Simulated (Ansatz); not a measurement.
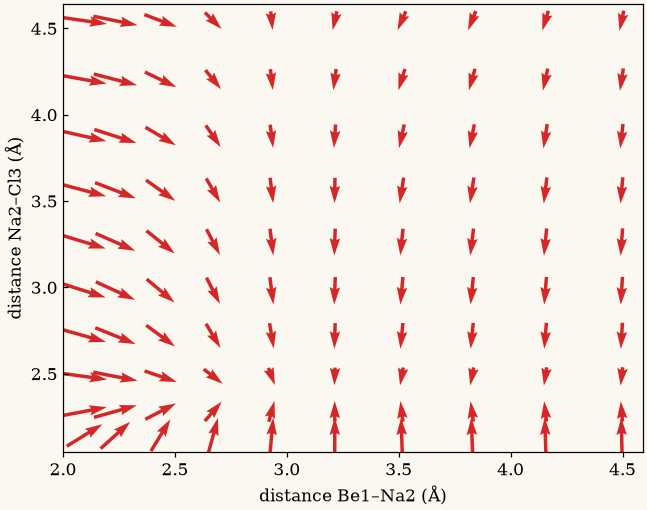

The system Be + NaCl. 
- Coordinates scanned: (1) distance Be1–Na2; (2) distance Na2–Cl3.
- Nothing is relaxed (the angle Be1–Na2–Cl3 is fixed at 120 degrees).
- The grid has 10 × 10 points.
- Points are written as (first, second).
- The reference is spin-restricted, so regions where a bond is pulled apart into radicals lie too high.
- Computed with Ansatz, RKS r2SCAN-D4/def2-TZVPD.

Drawn: arrows along the force (downhill), their lengths compressed.

Question: The arrows alone are given. Where is the energy lowest?

Answer: The arrows converge at about (3.190 Å, 2.379 Å) (read from the interpolated surface).

The energy map of the same scan:

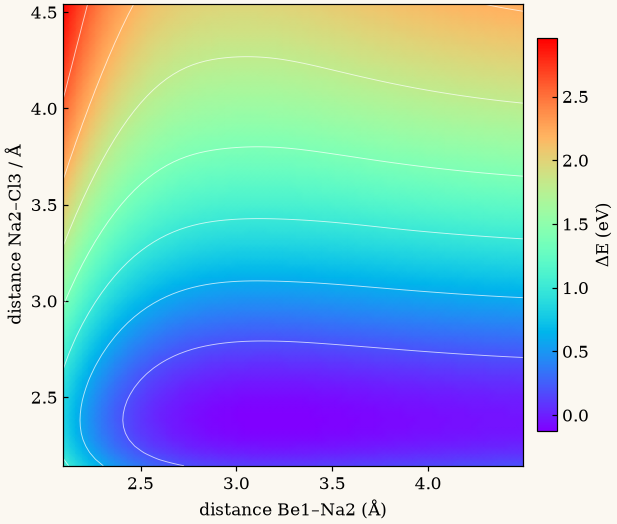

Energies are in eV, from Be far from the relaxed NaCl (each part in its own basis); between grid points the surface is interpolated.
